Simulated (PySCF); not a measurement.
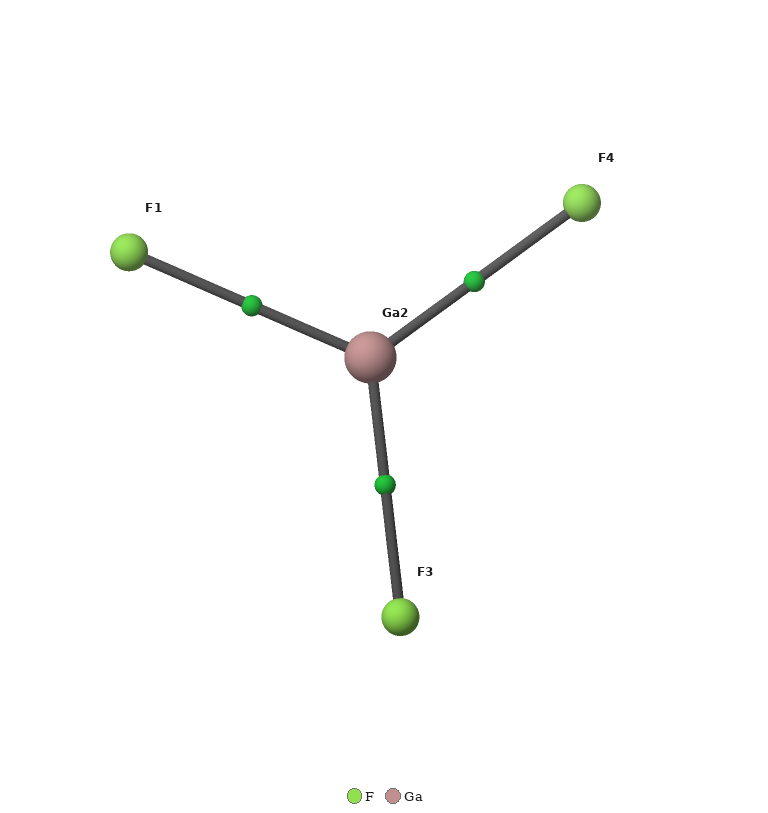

Figure 1: F₃Ga, SMILES `F[Ga](F)F`. Molecular graph of the electron density (QTAIM): bond paths, bond critical points (green), ring points (magenta, if any); weak paths are dashed.

PySCF calculation, PBE/def2-TZVP, gas phase; geometry: GFN2-xTB. No frequency check shows the geometry to be a minimum. GFN2-xTB bond lengths at metals and heavier atoms can be off by up to 0.1 Å and shapes distorted, which carries into these values.

Input

```python
import numpy as np
from pyscf import gto, scf, dft
from pyscf.scf import atom_ks, atom_hf
from scipy.linalg import block_diag

def solve(mol, dm0=None, hcore=None):
    mf = (dft.UKS if mol.spin else dft.RKS)(mol, xc='pbe')
    mf.grids.level = 3
    mf = mf.density_fit(auxbasis='def2-universal-jkfit')
    mf.conv_tol, mf.max_cycle = 1e-8, 80
    if hcore is not None:
        mf.get_hcore = lambda *args: hcore
    mf.kernel(dm0)
    if not mf.converged:
        mf = mf.newton().run(mf.mo_coeff, mf.mo_occ, max_cycle=30)
    assert mf.converged, 'SCF not converged'
    return mf

mol = gto.M(atom='''
F      1.40869    -1.00812     0.00000
Ga     0.00012     0.00000     0.00000
F      0.16851     1.72413     0.00000
F     -1.57760    -0.71602     0.00000
''', basis='def2-tzvp', charge=0, spin=0, verbose=4)
mf = solve(mol)
mf.analyze()
# spherically averaged free atoms, for the promolecule
atm = atom_ks.get_atm_nrks(mol, xc='pbe')
pro = block_diag(*[(atm[a[0]][2] * atm[a[0]][3]) @ atm[a[0]][2].T for a in mol._atom])
np.savez('result.npz', e=mf.e_tot, c=mf.mo_coeff, occ=mf.mo_occ, eps=mf.mo_energy, pro=pro, dip=mf.dip_moment(verbose=0), s2=mf.spin_square()[0])
```

Run with:

```sh
OMP_NUM_THREADS=1 python input.py
```

The run took 12 s on 1 thread of Arm Neoverse V2 (shared host), peak memory 0.46 GiB.

Partitions, critical points and surface values were worked out afterwards from this run's density.

How many critical points of each kind are there, and does the count close?

Answer. 4 nuclei, 3 bond, 0 ring and 0 cage critical points: 4 − 3 + 0 − 0 = 1, as the Poincaré–Hopf relation requires.

Give the properties at the bond critical points.

Answer.
| bond | length (Å) | ρ (a.u.) | ∇²ρ (a.u.) | ε | H (a.u.) |
| --- | --- | --- | --- | --- | --- |
| F1–Ga2 (3 alike) | 1.732 | 0.141 | +0.88 | 0.01 | −0.042 |

What kind of interaction is F1–Ga2?

Answer. Polar or intermediate (positive Laplacian, negative energy density H): ρ = 0.141, ∇²ρ = +0.88, H = −0.042 a.u.
